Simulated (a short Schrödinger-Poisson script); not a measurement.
Structure: gated Al0.33Ga0.67As/GaAs δ-doped gas in a quantum well, at 77 K.

| layer | material | thickness (nm) | Na (cm⁻³) |
|---|---|---|---|
| 1 | Al0.33Ga0.67As | 20 | - |
| 2 | Al0.33Ga0.67As | 3 | - |
| 3 | GaAs | 20 | - |
| 4 | Al0.33Ga0.67As | 4000 | 3e15 |

Constants are typed, rounded textbook-type inputs, not results; the design itself was drawn at random and stands for no fabricated device. Al0.33Ga0.67As: permittivity 11.96, conduction-band edge (eV) 0.261, gap (eV) 1.836, electron mass (mₑ) 0.0944, Nv at 300 K (cm⁻³) 9e18. GaAs: permittivity 12.9, conduction-band edge (eV) 0, gap (eV) 1.424, Nv at 300 K (cm⁻³) 9e18.

Channel valleys (confinement mass, in-plane density-of-states mass, number): Γ 0.067, 0.067, 1. At the gate the conduction-band edge of layer 1 lies 1.01 eV − eVg above the Fermi level of the channel; the field vanishes at the back. Sheet of ionised δ-doping: +4.4e12 e/cm² at 20 nm from the gate. The barrier under the gate holds no holes. Gaps are held at their typed values at every temperature. Mesh 0.08 nm at interfaces.

From a short Schrödinger-Poisson script (our own, NumPy): 1D Poisson equation in equilibrium, electrons quantum, Hartree plus LDA exchange-correlation (BenDaniel-Duke, 40 states a valley, the channel's in-plane mass for all, wave functions free to enter the barrier), parabolic valleys, classical holes, full ionisation, no traps, pinning or gate leakage.

Only gate voltages with over 1e8 electrons/cm² are shown.

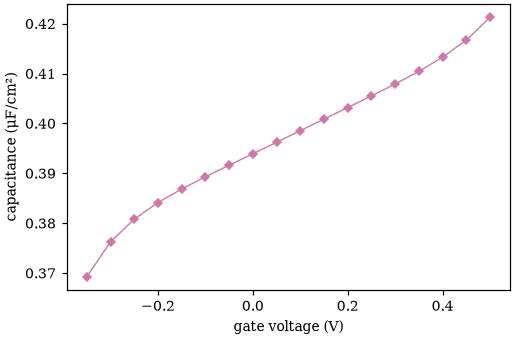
*Quasi-static capacitance against gate voltage*

```tsv
Vg (V)	electrons (cm⁻²)	in the channel layer	C (μF/cm²)	Γ E0 (meV)	Γ E1 (meV)
0.5	2.38e12	2.15e12	0.421	-75.6	-7.4
0.45	2.25e12	2.05e12	0.417	-72.2	-5.6
0.4	2.12e12	1.95e12	0.413	-68.8	-3.8
0.35	1.99e12	1.84e12	0.410	-65.4	-2.0
0.3	1.86e12	1.74e12	0.408	-61.8	-0.1
0.25	1.73e12	1.63e12	0.406	-58.2	1.8
0.2	1.61e12	1.52e12	0.403	-54.5	3.9
0.15	1.48e12	1.40e12	0.401	-50.7	6.1
0.1	1.36e12	1.29e12	0.399	-46.9	8.5
0.05	1.23e12	1.18e12	0.396	-42.9	11.0
0	1.11e12	1.07e12	0.394	-38.9	13.7
-0.05	9.88e11	9.52e11	0.392	-34.7	16.4
-0.1	8.66e11	8.38e11	0.389	-30.5	19.3
-0.15	7.45e11	7.23e11	0.387	-26.3	22.2
-0.2	6.25e11	6.09e11	0.384	-22.0	25.2
-0.25	5.06e11	4.94e11	0.381	-17.5	28.2
-0.3	3.88e11	3.80e11	0.376	-12.9	31.4
-0.35	2.72e11	2.67e11	0.369	-7.9	34.9
```

Subbands count from the Fermi level.
